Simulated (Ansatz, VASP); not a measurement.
**AlN: VASP beside Ansatz**

Wanted: the spread between two codes on one cell, functional and k mesh.

Main program and level: Ansatz 0.2.0; plane waves, with VASP 6.6.1 beside it; relaxation of cell and atoms at LDA and relaxation of cell and atoms at PBE with D3(BJ).

## (1) Set-up

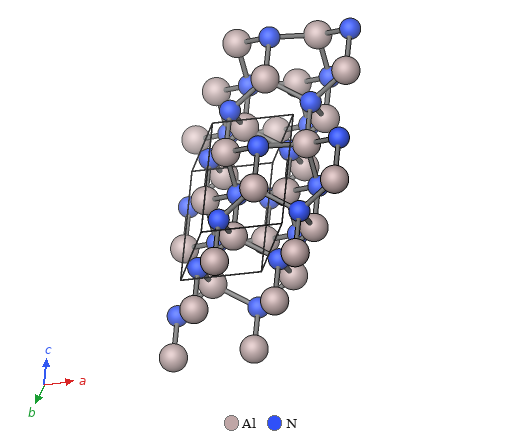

The cell as given, from a free direction (aluminium light grey, nitrogen blue). 2×3×2 cells are drawn. Some periodic images of atoms are drawn too.

## (2) Ansatz: relaxation of cell and atoms, LDA

Ansatz runs on its default PAW (the set named soft_2) files.

The relaxed volume is the usual yardstick between codes: its relative difference is about their pressure difference at one cell divided by the bulk modulus.

Input file input.yaml:

```yaml
crystal:
  lattice:
    - [3.081, 0.0, 0.0]
    - [-1.5405, 2.6682242691, 0.0]
    - [0.0, 0.0, 5.031]
  atoms:
    - { symbol: Al, position: [0.3333333333, 0.6666666667, 0.0] }
    - { symbol: Al, position: [0.6666666667, 0.3333333333, 0.5] }
    - { symbol: "N", position: [0.3333333333, 0.6666666667, 0.382] }
    - { symbol: "N", position: [0.6666666667, 0.3333333333, 0.882] }
hamiltonian:
  xc: lda
  pseudopotentials: { kind: paw }
kpoints:
  mp_grid: { grid: [7, 7, 4] }
scf:
  occupations: { method: fermi_dirac, width: 0.05 }
relax:
  f_tol: 0.01
  max_steps: 60
  cell: { stress_tol: 0.05 }
output:
  forces: true
  stress: true
  write_density: true
  write_potential: true
  elf: true
  volumetric_format: npy
```

On the command line:

```console
> ansatz run input.yaml --threads 4 --pin off --max-ram 9216MiB --backend cpu --events-out ev --progress --plain --runs-dir out
```

Numbers of over 12 decimals in the logs are rounded to 6 here.

Output:

```text
Engine: ansatz 0.2.0, aarch64-unknown-linux-gnu
Pseudopotentials: kind: paw
Pseudopotential: Al, paw, valence charge 3, recommended cutoff 420 eV (normal), Al.paw.azcp
Pseudopotential: N, paw, valence charge 5, recommended cutoff 420 eV (normal), N.paw.azcp
Functional definition: SPW92
  exchange = slater_x
  correlation = pw_c
Crystal: 4 atoms, lattice volume = 41.359 Å³
Basis set: ecut = 420 eV, 785 PW (Γ)
Bands: 12, of which v1, the nominal top of the filled ones, is band 8 counted from 1 (7 counted from 0)
Symmetry: 12 space group operations
Space group: P63mc (ITA 186), of the structure as read, at distance tolerance 3.5e-5 Å
k-points: 24 of 196 (time reversal used)
Non-local potential: Al, projectors of the file, l = 0: 2, l = 1: 2, l = 2: 1
Non-local potential: N, projectors of the file, l = 0: 2, l = 1: 2, l = 2: 1
PAW form: soft (Blöchl's): semilocal exchange-correlation on the pseudo side does not see the compensation charge
PAW frozen core: Al, regenerated for the run's functional, and the local potential with it (the file was generated under x = pbe(κ = 0.804, μ = 0.219515), c = pbe(β = 0.066725))
PAW frozen core: N, regenerated for the run's functional, and the local potential with it (the file was generated under x = pbe(κ = 0.804, μ = 0.219515), c = pbe(β = 0.066725))
PAW one-centre angular grid: Al, 110 points (default); XC on 64 Gauss nodes
PAW one-centre angular grid: N, 110 points (default); XC on 64 Gauss nodes
Initial density: superposition of atomic densities (neutral atoms: chi_scale 0, normalization atom), corrected by the library's trained network
Initial wavefunctions: pseudopotential atomic-orbital guess
Functional: x = slater, c = lda
SCF iter   1: F=—  HF=-1779.709233 eV  |F-HF|=—  |Δ(HF+E_count)|=         —  Δρ=9.37e-3  dr2=4.16e-2  ethr=1.77e-3  ⟨swp⟩=5.5  Hψ=1865  notcnv=0
preconditioner: auto → none  [insulator: Δε(μ)=4.270 eV  Ē_g=12.982 eV  σ=0.050 eV  W_gap=1.00  n_scr=2 (ndim 8)  ℏωp=23.1 eV  f_vac=0.000  D(μ)=0.00/eV (n_scr^D=0)  ε∞_Penn≈4.2]
SCF iter   2: F=—  HF=-1779.696923 eV  |F-HF|=—  |Δ(HF+E_count)|=   1.23e-2  Δρ=2.51e-3  dr2=1.41e-3  ethr=2.60e-4  ⟨swp⟩=3.0  Hψ=690  notcnv=0
SCF iter   3: F=—  HF=-1779.696383 eV  |F-HF|=—  |Δ(HF+E_count)|=   5.40e-4  Δρ=8.58e-4  dr2=1.33e-4  ethr=8.78e-6  ⟨swp⟩=1.5  Hψ=333  notcnv=0
SCF iter   4: F=—  HF=-1779.696325 eV  |F-HF|=—  |Δ(HF+E_count)|=   5.76e-5  Δρ=2.54e-5  dr2=1.19e-7  ethr=8.30e-7  ⟨swp⟩=2.0  Hψ=454  notcnv=0
SCF iter   5: F=—  HF=-1779.696324 eV  |F-HF|=—  |Δ(HF+E_count)|=   1.13e-6  Δρ=5.15e-6  dr2=6.73e-9  ethr=7.46e-10  ⟨swp⟩=2.0  Hψ=479  notcnv=0
SCF iter   6: F=-1779.696324 eV  HF=-1779.696324 eV  |F-HF|=6.82e-13  |Δ(HF+E_count)|=   1.92e-9  Δρ=4.89e-7  dr2=5.13e-11  ethr=4.21e-11  ⟨swp⟩=4.4  Hψ=1392  notcnv=0
SCF 1 converged in 6 iterations: F = -1779.696324 eV  dr2 = 5.13e-11
  greatest PAW one-centre occupation: 0.781 electrons in one spin orbital (limit 2), on the N atom at site 3 (counted from 0), in its partial waves of l = 0
relax step   1: F+E_penalty+E_count = -1779.69632422 eV  Δ(F+E_penalty+E_count) = +0.000e0 eV  max|allowed force component| = 2.188e-1 eV/Å  Δτ_max = 0.0000 Å  P = -2.304 GPa  Ω = 41.359 Å³  (6 SCF iters, dr2 threshold 1.00e-7 eV, accepted)
[... from here on, the SCF cycles and remarks between the steps are left out ...]
relax step   2: F+E_penalty+E_count = -1779.71068442 eV  Δ(F+E_penalty+E_count) = -1.436e-2 eV  max|allowed force component| = 1.702e-1 eV/Å  Δτ_max = 0.0042 Å  P = -1.183 GPa  Ω = 41.093 Å³  energy of the carried Pulay correction = +1.099e-3 eV  (6 SCF iters, dr2 threshold 4.00e-7 eV, accepted)
relax step   3: F+E_penalty+E_count = -1779.71400341 eV  Δ(F+E_penalty+E_count) = -3.319e-3 eV  max|allowed force component| = 6.168e-3 eV/Å  Δτ_max = 0.0072 Å  P = -0.675 GPa  Ω = 40.997 Å³  energy of the carried Pulay correction = +1.500e-3 eV  (6 SCF iters, dr2 threshold 4.00e-7 eV, accepted)
relax step   4: F+E_penalty+E_count = -1779.71560092 eV  Δ(F+E_penalty+E_count) = -1.598e-3 eV  max|allowed force component| = 1.789e-3 eV/Å  Δτ_max = 0.0026 Å  P = +0.163 GPa  Ω = 40.826 Å³  energy of the carried Pulay correction = +2.211e-3 eV  (6 SCF iters, dr2 threshold 4.00e-7 eV, accepted)
relax step   5: F+E_penalty+E_count = -1779.71547282 eV  Δ(F+E_penalty+E_count) = +1.281e-4 eV  max|allowed force component| = 1.668e-4 eV/Å  Δτ_max = 0.0001 Å  P = -0.028 GPa  Ω = 40.861 Å³  energy of the carried Pulay correction = +2.064e-3 eV  (6 SCF iters, dr2 threshold 1.07e-7 eV, accepted)
relax step   6: F+E_penalty+E_count = -1779.71376851 eV  Δ(F+E_penalty+E_count) = +1.704e-3 eV  max|allowed force component| = 1.337e-4 eV/Å  Δτ_max = 0.0000 Å  P = -0.102 GPa  Ω = 40.861 Å³  stress off target by 1.88e-1 GPa  SCF on the basis re-selected at this cell (its energy is not comparable with the rows above)  (6 SCF iters)
relax step   7: F+E_penalty+E_count = -1779.71386481 eV  Δ(F+E_penalty+E_count) = -9.631e-5 eV  max|allowed force component| = 5.565e-5 eV/Å  Δτ_max = 0.0002 Å  P = -0.000 GPa  Ω = 40.841 Å³  energy of the carried Pulay correction = +8.457e-5 eV  (6 SCF iters, accepted)
relax step   8: F+E_penalty+E_count = -1779.71375914 eV  Δ(F+E_penalty+E_count) = +1.057e-4 eV  max|allowed force component| = 8.230e-5 eV/Å  Δτ_max = 0.0000 Å  P = -0.003 GPa  Ω = 40.841 Å³  stress off target by 8.30e-3 GPa  SCF on the basis re-selected at this cell (its energy is not comparable with the rows above)  (7 SCF iters)
basis re-selected at this cell: Δ(F+E_penalty+E_count) = +1.057e-4 eV, ΔP = -0.002 GPa vs the last step (what re-selecting the basis moved, of the pressure what is left beyond the Pulay correction that the steps carried, after the strain that the cell walked since its last selection, with what the two solves' SCF thresholds leave and, on support functions, any second-order correction that the steps lacked; it is no m [...]
SCF converged after 7 iterations
Free energy (F): -1779.713759 eV
Harris-Foulkes:  -1779.713759 eV  (|F-HF|=2.27e-13)
Internal energy: -1779.713759 eV  (E = F + TS)
E sigma→0 (E₀):  -1779.713759 eV
Fermi energy:    9.321974 eV
--- Per-component energies (eV) ---
  E_band       = 29.481394
  E_kinetic    = 319.547960
  E_local      = -445.255475  (includes V_loc(G=0)·N_el)
  E_nonlocal   = 115.274162
  E_hartree    = 152.625691
  E_xc         = -201.679749
  E_vxc        = -215.786074  (∫ρ·V_xc dr)
  E_paw        = -1124.219381  (= ΣΔE_a)
  E_vpaw       = -49.550743  (= ΣTr[D̂ρ^β])
  E_aug_tail   = 0.000182  (compensation charges beyond the density's cutoff)
  E_ewald      = -596.278670
  E_core_change = 0.271521  (= ΣΔE_core)
  E_smearing   = -0.000000  (= −TS)
  E_closure    = 0.000000  (closes the sum)
  Σ components = -1779.713759   (vs F -1779.713759, Δ=0.00e0)
--- Forces (eV/Å), atoms counted from 1 ---
  atom   1  Al    -0.00000000     0.00000000    -0.00008033
  atom   2  Al     0.00000000    -0.00000000    -0.00008033
  atom   3  N      0.00000000    -0.00000000     0.00008426
  atom   4  N      0.00000000     0.00000000     0.00008426
  max |Σ_I F_I| component: 7.85e-6 eV/Å
--- Stress (GPa, compression-positive) ---
        0.000103       0.000000       0.000000
        0.000000       0.000103      -0.000000
        0.000000      -0.000000      -0.008295
  P = ⅓ Tr σ = -0.0027 GPa (-0.027 kbar)
--- Band table (eV; the first three rows and the last of 24) ---
  k-point 0: bands = [... 4 lower, 6.2158, 6.8744, 6.8744, 7.1027, 11.5193, 13.8390, 17.7594, 18.2134]
  k-point 1: bands = [... 4 lower, 6.3069, 6.3069, 6.7725, 6.7725, 12.4492, 13.9752, 17.4149, 18.1828]
  k-point 2: bands = [... 4 lower, 6.5345, 6.5345, 6.5345, 6.5345, 13.7100, 13.7100, 17.4378, 17.4378]
  k-point 23: bands = [... 4 lower, 3.5191, 3.5191, 6.2363, 6.2363, 13.9836, 13.9836, 15.5564, 15.5564]
--- Relaxed structure (6 steps of the walk, 6 accepted, 2 SCFs on fresh bases) ---
  F+E_penalty+E_count = -1779.71375914 eV   max|allowed force component| = 8.230e-5 eV/Å   (the final SCF, on the basis selected at the relaxed cell)
  cell:  # Å, volume = 40.8410 Å³
    - [3.088727, 0.0, 0.0]
    - [-1.544364, 2.674916, 0]
    - [0.0, 0, 4.943176]
  atoms:
    - { symbol: Al, position: [0.333333, 0.666667, 4.415019219174579e-6] }
    - { symbol: Al, position: [0.666667, 0.333333, 0.500004] }
    - { symbol: N, position: [0.333333, 0.666667, 0.381996] }
    - { symbol: N, position: [0.666667, 0.333333, 0.881996] }
```

Elapsed: 3.4 s, on 4 threads of Arm Neoverse V1, shared host; peak memory 0.26 GiB.

## (3) VASP: relaxation of cell and atoms, LDA

The same cell, functional (in two slightly different forms), mesh and smearing now go to VASP, with its own data sets and cutoff.

Lines of VASP's logs that name or quote its potential files are left out, and so is its time.

Input file INCAR:

```
SYSTEM = AlN
PREC = Accurate
ENCUT = 560
EDIFF = 1E-06
NELM = 100
ISMEAR = -1
SIGMA = 0.05
LREAL = .FALSE.
ALGO = Normal
GGA = CA
NBANDS = 14
LORBIT = 11
LWAVE = .FALSE.
LCHARG = .FALSE.
KPAR = 2
IBRION = 2
NSW = 60
ISIF = 3
EDIFFG = -0.01
```

Input file POSCAR:

```
AlN
1.0
    3.0810000000      0.0000000000      0.0000000000
   -1.5405000000      2.6682242691      0.0000000000
    0.0000000000      0.0000000000      5.0310000000
Al N
2 2
Direct
    0.3333333333      0.6666666667      0.0000000000
    0.6666666667      0.3333333333      0.5000000000
    0.3333333333      0.6666666667      0.3820000000
    0.6666666667      0.3333333333      0.8820000000
```

Input file KPOINTS:

```
Automatic mesh
0
Gamma
7 7 4
0 0 0
```

The projector-augmented-wave data sets are Al and N (PBE family, release 64).

On the command line:

```console
> mpirun -np 2 vasp_std
```

Output:

```text
[banner, memory and clock lines left out]
running    2 mpi-ranks, on    1 nodes
 distrk:  each k-point on    1 cores,    2 groups
 distr:  one band on    1 cores,    1 groups

 POSCAR found type information on POSCAR AlN
 POSCAR found :  2 types and       4 ions
|                                                                             |
|               ----> ADVICE to this user running VASP <----                  |
|                                                                             |
|     You enforced a specific xc type in the INCAR file but a different       |
|     [... a line on the potential file left out ...]
|     I HOPE YOU KNOW WHAT YOU ARE DOING!                                     |
|                                                                             |

 LDA part: xc-table for (Slater(with rela. corr.)+CA(PZ))
 , standard interpolation
 POSCAR, INCAR and KPOINTS ok, starting setup
 FFT: planning ... GRIDC
 FFT: planning ... GRID_SOFT
 FFT: planning ... GRID
 WAVECAR not read
 entering main loop
       N       E                     dE             d eps       ncg     rms          rms(c)
DAV:   1     0.467912542261E+02    0.46791E+02   -0.77066E+03   672   0.108E+03
DAV:   2    -0.334414787854E+02   -0.80233E+02   -0.73825E+02   970   0.214E+02
DAV:   3    -0.375076347571E+02   -0.40662E+01   -0.40502E+01   930   0.510E+01
DAV:   4    -0.375372243188E+02   -0.29590E-01   -0.29587E-01   726   0.486E+00
DAV:   5    -0.375375898744E+02   -0.36556E-03   -0.36555E-03   900   0.549E-01    0.117E+01
DAV:   6    -0.328903621124E+02    0.46472E+01   -0.12693E+01   828   0.270E+01    0.393E+00
DAV:   7    -0.328536669194E+02    0.36695E-01   -0.69742E-01   744   0.611E+00    0.279E+00
DAV:   8    -0.328009321462E+02    0.52735E-01   -0.10387E-01   792   0.294E+00    0.547E-01
DAV:   9    -0.327952887595E+02    0.56434E-02   -0.17605E-02   894   0.101E+00    0.243E-01
DAV:  10    -0.327955411457E+02   -0.25239E-03   -0.15647E-03   738   0.278E-01    0.159E-01
DAV:  11    -0.327954621824E+02    0.78963E-04   -0.14130E-04   894   0.976E-02    0.320E-02
DAV:  12    -0.327954609699E+02    0.12125E-05   -0.44374E-06   816   0.179E-02    0.791E-03
DAV:  13    -0.327954606329E+02    0.33695E-06   -0.16922E-06   610   0.106E-02
   1 F= -.32795461E+02 E0= -.32795461E+02  d E =-.327955E+02
[...]
2 F= -.32799698E+02 E0= -.32799698E+02  d E =-.423730E-02
[...]
3 F= -.32809386E+02 E0= -.32809386E+02  d E =-.139249E-01
[...]
4 F= -.32810483E+02 E0= -.32810483E+02  d E =-.109721E-02
[...]
5 F= -.32810731E+02 E0= -.32810731E+02  d E =-.134506E-02
[...]
6 F= -.32810729E+02 E0= -.32810729E+02  d E =0.163060E-05
 trial-energy change:    0.000002  1 .order    0.000003   -0.000269    0.000275
 step:   0.5240(harm=  0.5240)  dis= 0.00016  next Energy=   -32.810797 (dE=-0.664E-04)
 bond charge predicted
       N       E                     dE             d eps       ncg     rms          rms(c)
DAV:   1    -0.328109045627E+02   -0.17482E-03   -0.34078E-03   708   0.495E-01    0.641E-02
DAV:   2    -0.328108085462E+02    0.96017E-04   -0.19905E-04   822   0.117E-01    0.222E-02
DAV:   3    -0.328107997553E+02    0.87909E-05   -0.22451E-05   822   0.372E-02    0.831E-03
DAV:   4    -0.328107974121E+02    0.23432E-05   -0.31510E-06   816   0.145E-02    0.281E-03
DAV:   5    -0.328107972453E+02    0.16683E-06   -0.48555E-07   402   0.592E-03
   7 F= -.32810797E+02 E0= -.32810797E+02  d E =-.666542E-04
 curvature:  -0.32 expect dE=-0.563E-06 dE for cont linesearch -0.336E-08
 trial: gam=-0.03681 g(F)=  0.124E-05 g(S)=  0.500E-06 ort = 0.180E-05 (trialstep = 0.953E+00)
 search vector abs. value=  0.203E-05
 reached required accuracy - stopping structural energy minimisation
```

OUTCAR, selected parts (step 3):

```text
ion  position               nearest neighbor table
   1  0.333  0.667  0.000-   4 1.88   4 1.88   4 1.88   3 1.92   2 3.08   2 3.08   2 3.08   2 3.08
                             2 3.08   2 3.08
   2  0.667  0.333  0.500-   3 1.88   3 1.88   3 1.88   4 1.92   1 3.08   1 3.08   1 3.08   1 3.08
                             1 3.08   1 3.08
   3  0.333  0.667  0.382-   2 1.88   2 1.88   2 1.88   1 1.92
   4  0.667  0.333  0.882-   1 1.88   1 1.88   1 1.88   2 1.92

  LATTYP: Found a hexagonal cell.
 ALAT       =     3.0810000000
 C/A-ratio  =     1.6329113924

 Subroutine GETGRP returns: Found 12 space group operations
 (whereof  6 operations were pure point group operations)

The static configuration has the point symmetry C_3v.
 The point group associated with its full space group is C_6v.

 Found     24 irreducible k-points:

   k-points           NKPTS =     24   k-points in BZ     NKDIM =     24   number of bands    NBANDS=     14

   dimension x,y,z NGX =    24 NGY =   24 NGZ =   40
   dimension x,y,z NGXF=    48 NGYF=   48 NGZF=   80

   ENCUT  =  560.0 eV  41.16 Ry    6.42 a.u.   5.94  5.94  9.71*2*pi/ulx,y,z

   NELECT =      16.0000    total number of electrons

 k-points in reciprocal lattice and weights: Automatic mesh
   0.00000000  0.00000000  0.00000000       0.005
   0.14285714  0.00000000  0.00000000       0.031
   0.28571429  0.00000000  0.00000000       0.031
   0.42857143  0.00000000  0.00000000       0.031
   0.14285714  0.14285714  0.00000000       0.031
   0.28571429  0.14285714  0.00000000       0.061
   0.42857143  0.14285714  0.00000000       0.031
   0.28571429  0.28571429  0.00000000       0.031
   0.00000000  0.00000000  0.25000000       0.010
[...]
0.42857143  0.14285714  0.50000000       0.031
   0.28571429  0.28571429  0.50000000       0.031

 average (electrostatic) potential at core
       1 -70.9426       2 -70.9426       3 -59.7198       4 -59.7198

 E-fermi :   7.0969

 k-point     1 :       0.0000    0.0000    0.0000
  band No.  band energies     occupation
    ...
      4       5.1690      2.00000
      5       5.1690      2.00000
      6       5.8310      2.00000
      7       5.8310      2.00000
      8       6.0614      2.00000
      9      10.4329      0.00000
     10      12.7488      0.00000
     11      16.6679      0.00000
     12      17.1349      0.00000
     13      17.1349      0.00000
    ...

 k-point     2 :       0.1429    0.0000    0.0000
  band No.  band energies     occupation
    ...
      4       4.0534      2.00000
      5       4.8214      2.00000
      6       4.8554      2.00000
      7       5.7785      2.00000
      8       5.9356      2.00000
      9      11.4189      0.00000
     10      13.6231      0.00000
     11      15.5476      0.00000
     12      15.9266      0.00000
     13      17.8656      0.00000
    ...

 k-point     3 :       0.2857    0.0000    0.0000
  band No.  band energies     occupation
    ...
      4       2.0446      2.00000
      5       3.1734      2.00000
      6       4.3140      2.00000
      7       5.4405      2.00000
      8       5.5674      2.00000
      9      12.3598      0.00000
     10      13.2266      0.00000
     11      13.9924      0.00000
     12      16.2940      0.00000
     13      17.5498      0.00000
    ...

  Total        0.0024041      0.0024041      0.0054646      0.0000000      0.0000000      0.0000000
  in kB        0.0938164      0.0938164      0.2132463      0.0000000      0.0000000      0.0000000
  external PRESSURE =       0.1336264 kB  Pullay stress =       0.0000000 kB

  energy-cutoff  :      560.00
  volume of cell :       41.06
      direct lattice vectors                 reciprocal lattice vectors
     3.094457805  0.000000000 -0.000000000     0.323158389  0.186575583  0.000000000
    -1.547228902  2.679879070 -0.000000000     0.000000000  0.373151166  0.000000000
    -0.000000000 -0.000000000  4.950905537     0.000000000  0.000000000  0.201983252

 POSITION                                       TOTAL-FORCE (eV/Angst)
 -----------------------------------------------------------------------------------
     -0.00000      1.78659      4.95071        -0.000000     -0.000000      0.002532
      1.54723      0.89329      2.47526        -0.000000     -0.000000      0.002532
     -0.00000      1.78659      1.89144         0.000000      0.000000     -0.002532
      1.54723      0.89329      4.36689         0.000000      0.000000     -0.002532
 -----------------------------------------------------------------------------------
    total drift:                               -0.000000      0.000000     -0.000802

  FREE ENERGIE OF THE ION-ELECTRON SYSTEM (eV)
  ---------------------------------------------------
  free  energy   TOTEN  =       -32.8107972453 eV

  energy  without entropy=      -32.8107972453  energy(sigma->0) =      -32.81079725

 reached required accuracy - stopping structural energy minimisation

 total charge
# of ion       s       p       d       tot
------------------------------------------
    1        0.366   0.452   0.000   0.818
    2        0.366   0.452   0.000   0.818
    3        1.206   2.641   0.000   3.847
    4        1.206   2.641   0.000   3.847
--------------------------------------------------
tot          3.145   6.185   0.000   9.331

[... 3 further parts left out ...]
```

CONTCAR:

```
AlN
   1.00000000000000
     3.0944578047938958    0.0000000000000000   -0.0000000000000000
    -1.5472289023969479    2.6798790699312129   -0.0000000000000000
    -0.0000000000000000   -0.0000000000000000    4.9509055374739042
  Al              N
     2     2
Direct
     0.3333333332999970    0.6666666667000030    0.9999605748616258
     0.6666666667000030    0.3333333332999970    0.4999605748616257
     0.3333333332999970    0.6666666667000030    0.3820394251383721
     0.6666666667000030    0.3333333332999970    0.8820394251383722
```

## (4) Differences

Known differences besides the PAW data sets themselves: the two LDA forms differ slightly; both relaxations stop at a tolerance, which leaves soft axes loose, and VASP keeps its plane-wave basis; the cutoff is 420 eV in Ansatz and 560 eV in VASP; Ansatz makes its cores anew for this functional, VASP keeps those of its PBE data sets; Ansatz adds a Pulay correction to the stress that steers its cell, VASP none. Total energies have different zeros and are not compared.

Both answers:

| quantity | Ansatz | VASP | difference |
| --- | --- | --- | --- |
| volume (Å³) | 40.84 | 41.06 | -0.53 % |
| edge a after relaxation, in the typed setting (Å) | 3.089 | 3.095 | -0.19 % |
| edge c after relaxation, in the typed setting (Å) | 4.943 | 4.951 | -0.16 % |

The walks stopped with 0.00 GPa left in Ansatz and 0.01 GPa in VASP; each walk ends within a tolerance, so the volume difference is uncertain by about these residues over the bulk modulus, most in soft cells.

[end of part 1 of 2]

[Lines on the potential files, build, host, timing and source positions are cut from VASP's logs without a mark.]

[Logs are printed without paths, hosts, clocks, repeated set-up lines and the standing remarks that a program may print on its own settings, such as how far it seeks lower states.]

[Hosts, paths, dates, database ids (printed as entryN), source tags and the programs' standing remarks are cut or masked in the printed files.]
